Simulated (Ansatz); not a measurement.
## Geometry relaxation, with input and output: HfN3H6Br

HfN3H6Br, computed with RKS PBEsol-d4/x2c-TZVPPall (Ansatz 0.2.0).

The run did not end well. The geometry comes from this level: PBE0-D4/def2-TZVP.

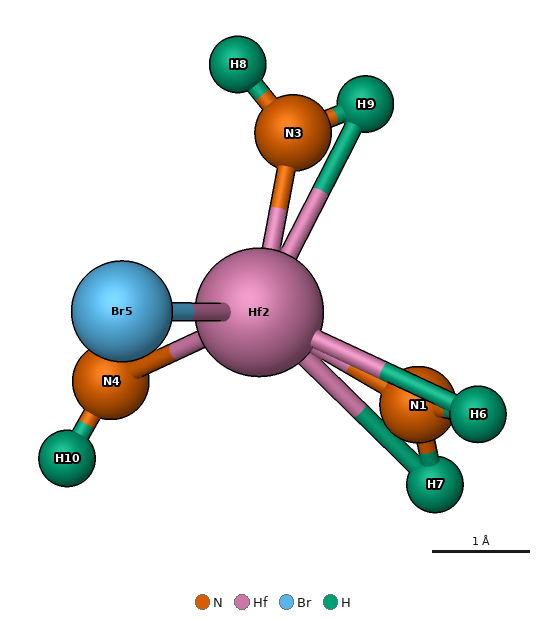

*The input geometry (ball-and-stick view, seen at a tilt; atoms are numbered from 1 in the order of the input). Sticks mark near contacts.*

Input
```yaml
crystal:
  periodic: [false, false, false]
  atoms:
    - {symbol: N, position_ang: [-1.410104, 1.174965, 0.434740]}
    - {symbol: Hf, position_ang: [-0.115310, 0.070235, -0.437537]}
    - {symbol: N, position_ang: [1.674032, 0.694843, 0.099472]}
    - {symbol: N, position_ang: [-0.157383, -2.134881, 0.336720]}
    - {symbol: Br, position_ang: [-0.122287, -0.290089, -2.932308]}
    - {symbol: H, position_ang: [-1.794372, 2.021486, -0.009187]}
    - {symbol: H, position_ang: [-2.158892, 0.877927, 0.998621]}
    - {symbol: H, position_ang: [2.488460, 0.413086, -0.209381]}
    - {symbol: H, position_ang: [1.831294, 1.308975, 0.677743]}
    - {symbol: H, position_ang: [-0.814266, -2.761544, 0.177196]}
    - {symbol: H, position_ang: [0.440529, -2.224830, 0.872145]}
basis:
  gaussian: {orbitals: x2c-TZVPPall}
hamiltonian: {xc: {name: PBEsol}, dispersion: d4}
relax: {f_tol: 0.0001, max_steps: 2}
```

Run on 4 threads of Intel Xeon @ 2.90GHz, 31 GiB of memory available, shared host.

Launch command:
```bash
ansatz run in.yaml --threads 4 --pin off --events-out ev --progress --plain --max-ram 11315MiB
```

Log
```
Functional definition: PBEsol
  name "PBEsol"
  cite "Perdew et al., Phys. Rev. Lett. 100, 136406 (2008) doi:10.1103/PhysRevLett.100.136406"
  cite "Perdew, Burke & Ernzerhof, Phys. Rev. Lett. 77, 3865 (1996) doi:10.1103/PhysRevLett.77.3865"
  parent pbesol
  exchange = pbesol_x
  correlation = pbesol_c
1992 factors; their error is unknown
mean field evaluation 1: about -485602.7554 eV, gradient 1.5e2 eV
mean field evaluation 2: about -485343.1989 eV, gradient 3.4e2 eV
mean field evaluation 4: about -485635.9400 eV, gradient 4.5e1 eV
mean field evaluation 8: about -485639.3054 eV, gradient 1.8e0 eV
mean field evaluation 16: about -485639.2875 eV, gradient 6.7e-3 eV
mean field -485639.28750470 eV, -17846.9146376656 hartree, gradient 4.0e-5 eV, S^2 0.000000; 0 other end points of the search recorded, 0 dependent functions left out
the calculation of the forces begins
reference -485639.28758148 eV, -17846.9146404874 hartree; 67, 67 occupied and 255, 255 virtual orbitals, 1992 factors
relax step   1: F+E_penalty+E_count = -485639.37999330 eV  Δ(F+E_penalty+E_count) = +0.000e0 eV  max|allowed force component| = 1.339e1 eV/Å  Δτ_max = 0.0000 Å  (35 SCF iters, accepted)
these checks for a lower state are left out or cut short: starts, cluster_reference, orbital_swaps, neighbouring_geometries, increment
1992 factors; their error is unknown
mean field evaluation 32: about -485643.0443 eV, gradient 2.7e-5 eV
mean field -485643.04426816 eV, -17847.0526961765 hartree, gradient 2.7e-5 eV, S^2 0.000000; 0 other end points of the search recorded, 0 dependent functions left out
the calculation of the forces begins
reference -485643.04434478 eV, -17847.0526989922 hartree; 67, 67 occupied and 255, 255 virtual orbitals, 1992 factors
relax step   2: F+E_penalty+E_count = -485643.13537233 eV  Δ(F+E_penalty+E_count) = -3.755e0 eV  max|allowed force component| = 2.682e0 eV/Å  Δτ_max = 0.1915 Å  (39 SCF iters, accepted)
```

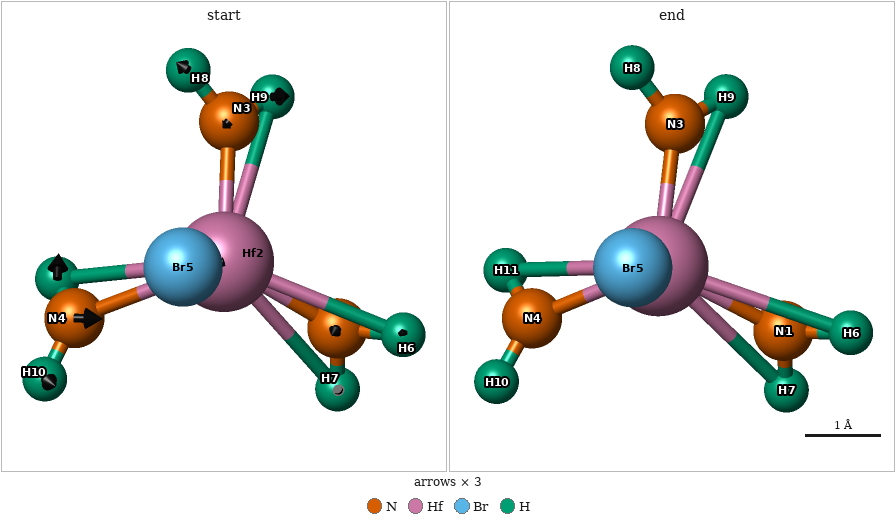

*Before (left) and after (right) the relaxation, at one scale (ball-and-stick view, seen at a tilt). The black arrows give the displacements, magnified 3 times.*

The relaxation stopped without meeting its thresholds, so the last structure isn't shown to be converged. Hf2 moves most after the best rigid fit: 0.19 Å. By element the largest moves are Hf 0.19 Å, N 0.13 Å, H 0.13 Å, Br 0.02 Å. Distances before and after: Hf2–N4 2.337 → 2.033 Å, N4–H11 0.808 → 0.986 Å, Hf2–H11 2.700 → 2.556 Å, Hf2–H9 2.563 → 2.704 Å. Among the angles that change: Hf2–H11–N4 55.3° → 48.0°, Hf2–N1–H6 122.0° → 125.8°, H10–N4–H11 124.5° → 120.9°. After 1 geometry step the energy has fallen by 3.755 eV. Largest force component: 13 eV/Å at the start, 2.7 eV/Å at the end. (Atoms are counted from 1 in the order of the input.)

```
Error: geometry relaxation did not converge after 2 steps: max|allowed force component| = 2.68e0 eV/Å (threshold 1.0e-4). Raise `relax.max_steps` over both its present limit and 2, loosen `relax.f_tol`, or start from a geometry closer to equilibrium. Where this run's directory can be resumed (`checkpoint.write`), a resume goes on for up to `relax.max_steps` more
```

Trajectory as extended XYZ (Å, eV, eV/Å), 2 frames, from step=1 to step=2
```
11
Properties=species:S:1:pos:R:3:forces:R:3 step=1 energy=-485639.37999
N    -1.4101    1.1750    0.4347   -0.8557   2.1950  -0.4642
Hf   -0.1153    0.0702   -0.4375    1.3650  -5.4370  -0.7497
N     1.6740    0.6948    0.0995   -6.7576  -5.8674  -5.2430
N    -0.1574   -2.1349    0.3367   -9.6630   9.8120 -12.4155
Br   -0.1223   -0.2901   -2.9323   -0.1588   0.3239   0.2121
H    -1.7944    2.0215   -0.0092    0.3594   0.1015  -0.0118
H    -2.1589    0.8779    0.9986   -1.2374  -0.7920   1.4235
H     2.4885    0.4131   -0.2094    5.3832  -2.3344  -2.5253
H     1.8313    1.3090    0.6777    1.7827   8.6171   8.1271
H    -0.8143   -2.7615    0.1772   -3.6127  -3.7727  -0.7050
H     0.4405   -2.2248    0.8721   13.3949  -2.8460  12.3518
11
Properties=species:S:1:pos:R:3:forces:R:3 step=2 energy=-485643.13537
N    -1.4342    1.1418    0.3997   -0.4195   0.3344  -0.3739
Hf   -0.1110   -0.1208   -0.4246    0.1337  -0.2652  -0.3851
N     1.6532    0.6584    0.0925   -1.2184  -0.8502  -0.3444
N    -0.2022   -2.0122    0.3145   -0.3534   2.6816  -1.0385
Br   -0.1378   -0.2722   -2.9248   -0.1000   0.0568   0.0179
H    -1.7671    2.0249   -0.0181    0.3836  -0.2192   0.0089
H    -2.1743    0.8811    1.0403   -0.1894  -0.2502   0.4380
H     2.5384    0.3756   -0.2499    1.2398  -0.5616  -0.6487
H     1.8121    1.3800    0.7430    0.0747   1.3154   1.1425
H    -0.8661   -2.7189    0.1090   -0.4597  -1.1523   0.1032
H     0.5505   -2.1875    0.9267    0.9087  -1.0895   1.0801
```

What the run reported

| quantity | value |
| --- | --- |
| outcome | not converged |
| wall time | 11 s (CPU time 38 s) |
| peak memory | 0.77 GiB |

Diagnosis

This input holds a deliberate fault: the optimiser is allowed too few steps. The run did not converge: “geometry relaxation did not converge after 2 steps: max|allowed force component| = 2.68e0 eV/Å (threshold 1.0e-4). Raise `relax.max_steps` over both its present limit and 2, loosen `relax.f_tol`, or start from a geometry closer to equilibrium …” Its last values are not results.
